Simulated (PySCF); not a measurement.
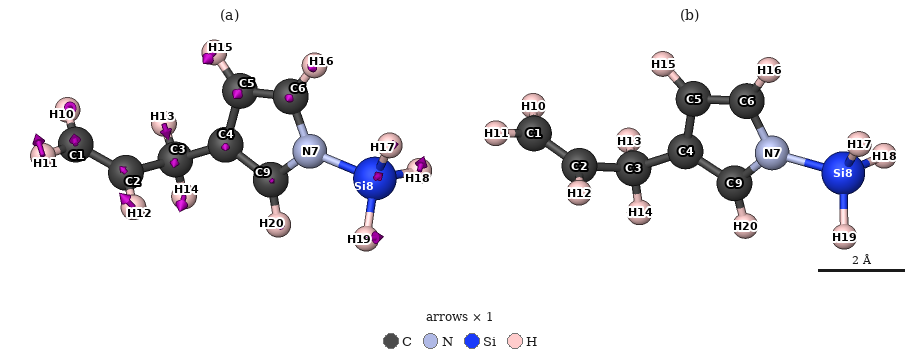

The structure of C7H11NSi before (left) and after (right) a relaxation, at one scale. The purple arrows give the displacements, at their true length.

Style: ball-and-stick. Shown at a tilt.

The start comes from GFN2-xTB. Its atoms were then displaced at random by about 0.01 Å.

Computed with PBE0-D3(BJ)/def2-SVP geometry optimisation, gas phase (PySCF). 

**Describe what moved and what it gained.**

Over 13 geometry steps the energy falls by 5.68 kcal/mol. The largest move after the best rigid fit is that of H11, 0.64 Å. By element the largest moves are H 0.64 Å, C 0.37 Å, Si 0.28 Å, N 0.07 Å. Among the contacts that change: C3–C4 1.451 → 1.500 Å, Si8–H19 1.446 → 1.489 Å, C1–H10 1.054 → 1.095 Å, N7–C9 1.350 → 1.382 Å. Bond angles that change, for instance: C5–C4–C9 103.4° → 106.5°, C2–C3–C4 109.7° → 112.6°, H13–C3–H14 109.1° → 106.5°. Groups turn about C3–C4 by about 25°.
